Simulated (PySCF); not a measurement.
## Electronic structure of BH₅Si (boranylsilane) in real space

```json
{"atom": "B", "x (Å)": "1.2126", "y (Å)": "-0.1073", "z (Å)": "-0.0148"}
{"atom": "Si", "x (Å)": "-0.7930", "y (Å)": "0.0905", "z (Å)": "-0.0451"}
{"atom": "H", "x (Å)": "1.9709", "y (Å)": "0.8329", "z (Å)": "0.0073"}
{"atom": "H", "x (Å)": "1.6965", "y (Å)": "-1.2153", "z (Å)": "0.0075"}
{"atom": "H", "x (Å)": "-1.3114", "y (Å)": "-0.3998", "z (Å)": "1.2763"}
{"atom": "H", "x (Å)": "-1.2858", "y (Å)": "1.4881", "z (Å)": "-0.2464"}
{"atom": "H", "x (Å)": "-1.3913", "y (Å)": "-0.7813", "z (Å)": "-1.1075"}
```

Geometry: PBE0-D3(BJ)/def2-SVP.

The calculation used PBE0/pcSseg-1, SCF density, gas phase, non-relativistic in PySCF.

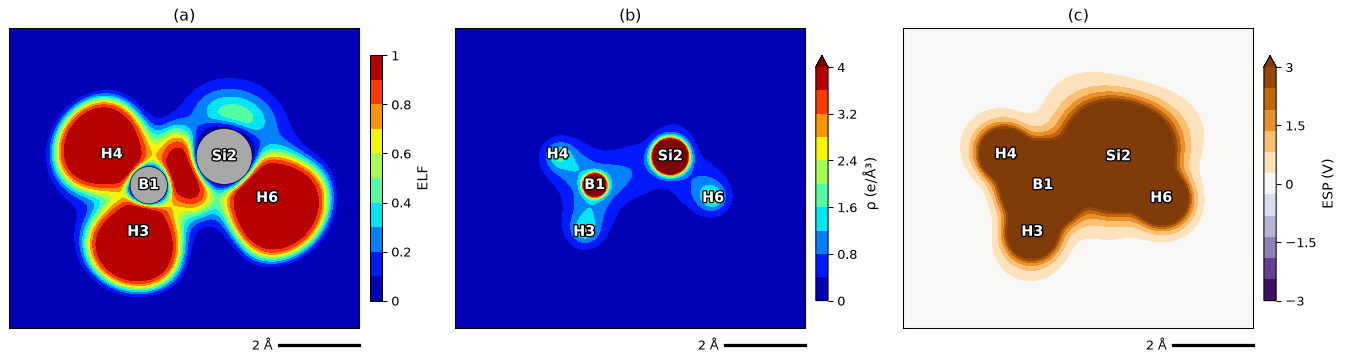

Figure 1. (a) electron localisation function; (b) electron density; (c) molecular electrostatic potential on the plane of atoms B1, Si2 and H6. Grey discs cover the atomic cores in the ELF map.

Question: Read the bonding off the picture.

Answer: Atoms in the plane: B, Si and H. Si–B (2.02 Å): ρ at the midpoint is about 0.79 e/Å³; the ELF peaks at about 1 between the atoms: a covalent bond. B–H (1.21 Å): ρ is about 1.2 e/Å³ halfway; the ELF climbs to about 1 towards the hydrogen, as it does in any bond to H: a covalent bond by its length. Si–H (1.50 Å): ρ is about 0.77 e/Å³ halfway; the ELF climbs to about 1 towards the hydrogen. The potential has no marked negative region in this plane.

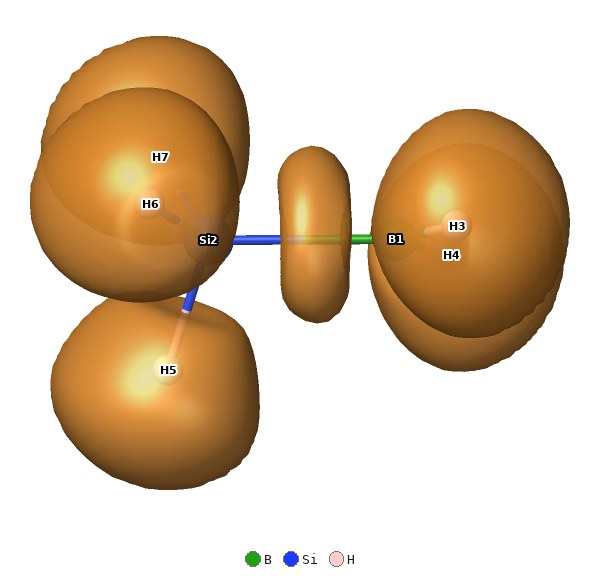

Figure 2. Isosurface of the ELF at 0.75 (orange), seen from one side. Core shells and regions of very low density are left out.

Question: What do the ELF domains correspond to?

Answer: At this value the surface marks out one region between bonded B–Si atoms (shared pairs) and five regions around hydrogen nuclei.

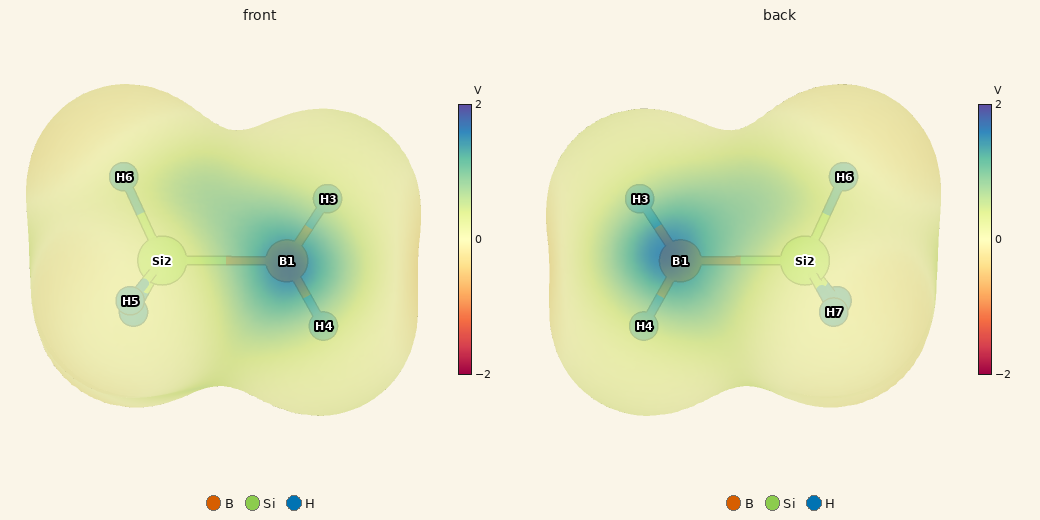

Figure 3. The electrostatic potential painted on the density surface at 0.001 e/bohr³, seen from the front and from behind; red is negative and blue positive.

Question: Where is the surface potential most negative and most positive?

Answer: The most negative region (about −0.2 V) lies over H4, the most positive (about +1.5 V) over B1.
